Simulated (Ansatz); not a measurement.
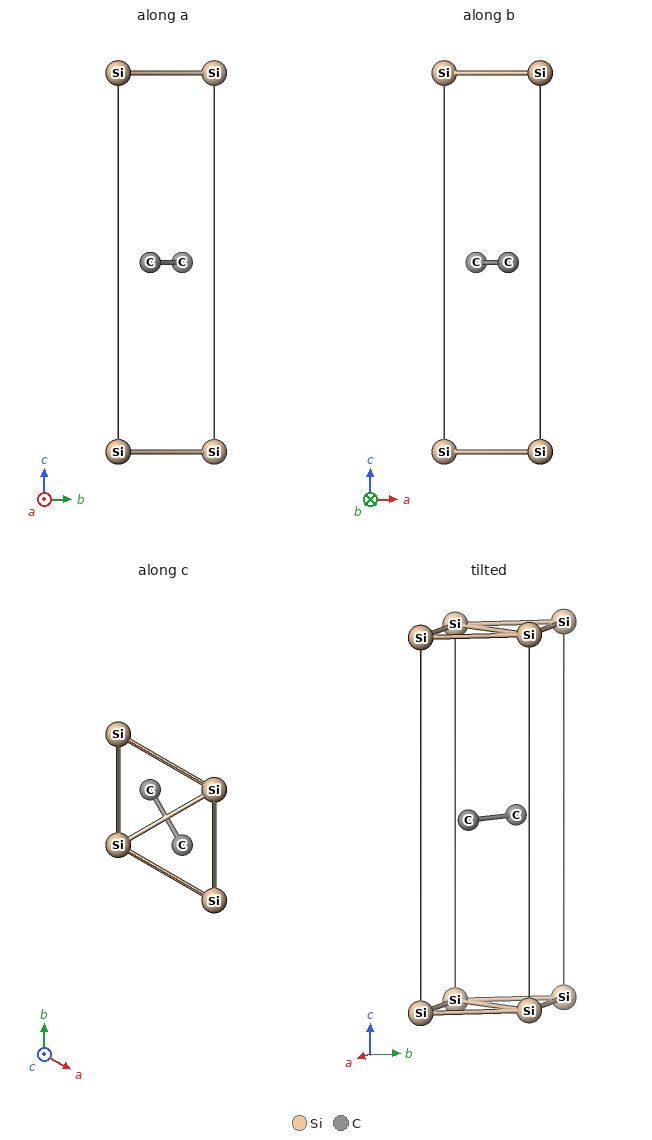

A ball-and-stick rendering, viewed along the a axis, along the b axis, along the c axis and slightly off an axis. The edges of the conventional unit cell are marked.

Lattice parameters: a = 2.4737 Å, b = 2.4737 Å, c = 8.4537 Å, α = 90.000°, β = 90.000°, γ = 120.000°.

Set out the cell and atoms as a CIF with its space group and independent sites.

```cif
data_structure
_symmetry_space_group_name_H-M 'P 6/m m m'
_symmetry_Int_Tables_number 191
_cell_length_a 2.4737
_cell_length_b 2.4737
_cell_length_c 8.4537
_cell_angle_alpha 90.000
_cell_angle_beta 90.000
_cell_angle_gamma 120.000
_cell_volume 44.80
loop_
_atom_site_label
_atom_site_type_symbol
_atom_site_symmetry_multiplicity
_atom_site_Wyckoff_symbol
_atom_site_fract_x
_atom_site_fract_y
_atom_site_fract_z
_atom_site_occupancy
Si1 Si 1 a 0.0000 0.0000 0.0000 1
C1 C 2 d 0.6667 0.3333 0.5000 1
```

The model was built from a structure type filled with these elements by a generator (whether the compound takes this form wasn't checked). Earlier steps of the study, as a rule a relaxation of our own, may have changed the cell and positions, so they can lie some per cent off the listed ones. An electronic-structure calculation with Ansatz was run on it.
